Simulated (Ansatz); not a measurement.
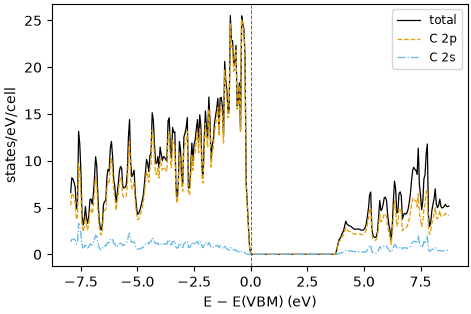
Figure: Total and projected density of states of C in space group Fd-3m (No. 227; C on 8b, C on 32e, C on 96g), plane-wave PAW PBE (Ansatz code)

Problem. Which orbitals carry the states next to the gap?

Solution. Top 1 eV of the valence band: C 2p 98 %. Bottom 1 eV of the conduction band: C 2p 82 %, C 2s 11 %, outside the projected shells 8 %. Projections are on Löwdin-orthogonalised atomic valence shells; empty p or d shells of many metals are not among them.

Problem. Where is the tallest occupied peak in this window, and what makes it?

Solution. Near -0.9 eV, about 26 states/eV per cell; the largest projected share is C 2p.

The start of the workflow was typed in or built on a structure type. Its sites differ from those of the usual phase in this space group: another stacking or structure type. The PBE relaxation kept the symmetry of its start; whether a distortion lowers the energy is not shown.

Potentials: the later of the program's two PAW sets.
